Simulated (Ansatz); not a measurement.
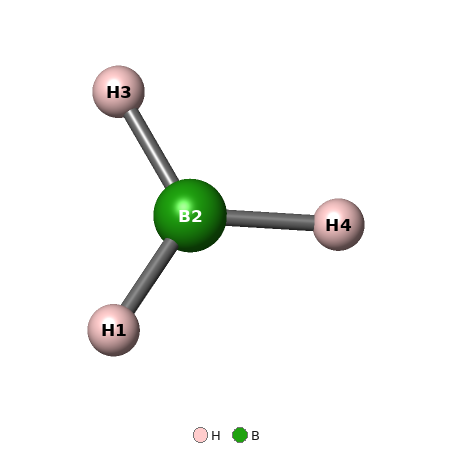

Sticks follow a distance rule. Harmonic vibrations computed with RKS PBE0-D4/def2-TZVP (Ansatz 0.2.0) at a stationary point of the same level.

### How many imaginary frequencies does it have?

A minimum: no imaginary frequency, and the lowest mode lies at 1147 cm⁻¹.

### How many vibrational modes are there, and where do they lie?

6 modes: 1147, 1190, 1190, 2557, 2697, 2697 cm⁻¹.
